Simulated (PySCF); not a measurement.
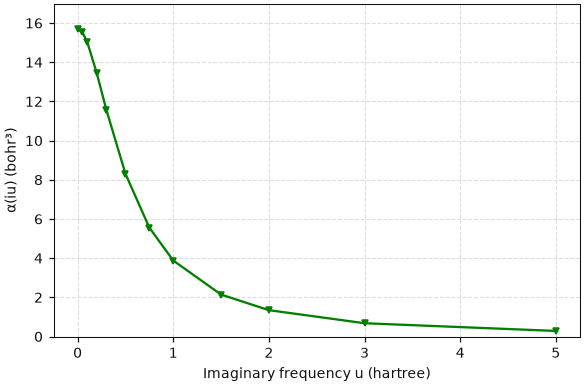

Dipole polarisability at imaginary frequency of an atom or ion with 17 electrons in the configuration [Ne] 3s² 3p⁵. Coupled response at the PW91 level; PySCF, aug-cc-pCVTZ-DK plus 1 diffuse shell for each l, spin-free X2C-1e, unrestricted single determinants, no spin-orbit coupling.

Question: Which species is it, and what does the curve give?

Answer: Neutral chlorine. The static dipole polarisability is 15.7 bohr³ (the recommended value is 14.6); α(iu) falls to half of it near u = 0.53 hartree. The Casimir–Polder integral gives C₆ = 99.7 hartree bohr⁶ for two such species.
